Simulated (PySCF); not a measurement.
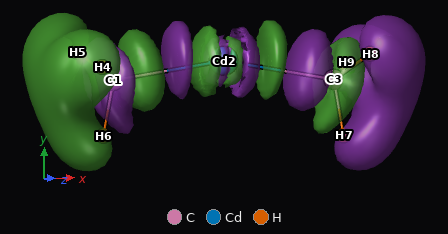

*C$_{2}$H$_{6}$Cd, SMILES `C[Cd]C`. Change of the electron density in a uniform field of 0.10 V/Å, surfaces at ±0.0008 e/Å³ (purple: gain, green: loss).*

Computed with PySCF, B3LYP/def2-SVPD, geometry: GFN2-xTB. Core potentials replace the inner electrons of Cd; spin–orbit coupling isn't included. No frequency check shows the geometry to be a minimum. GFN2-xTB bond lengths at metals and heavier atoms can be off by up to 0.1 Å and shapes distorted, which carries into these values.

Cartesian coordinates (Å):

```
C1      -2.1820   -0.2591   -0.0002
Cd2     -0.0000    0.1079   -0.0000
C3       2.1821   -0.2591    0.0002
H4      -2.6390    0.0127    0.9512
H5      -2.7031    0.2817   -0.7890
H6      -2.3435   -1.3283   -0.1595
H7       2.3413   -1.3345    0.1142
H8       2.6944    0.2462    0.8179
H9       2.6496    0.0541   -0.9330
```

> Along which Cartesian direction does the field point?

Along −x: electrons gather on the +x side, against the field.

> How large is the response?

The induced dipole is 0.48 D (along the field); α along this axis, from the fields in both directions, is 95 bohr³ (14.1 Å³).

> Which atoms gain and lose the most charge?

Electrons gather most on C3 (Hirshfeld charge changes by −0.005 e) and leave C1 most (+0.005 e); 0.030 electrons are displaced in all.
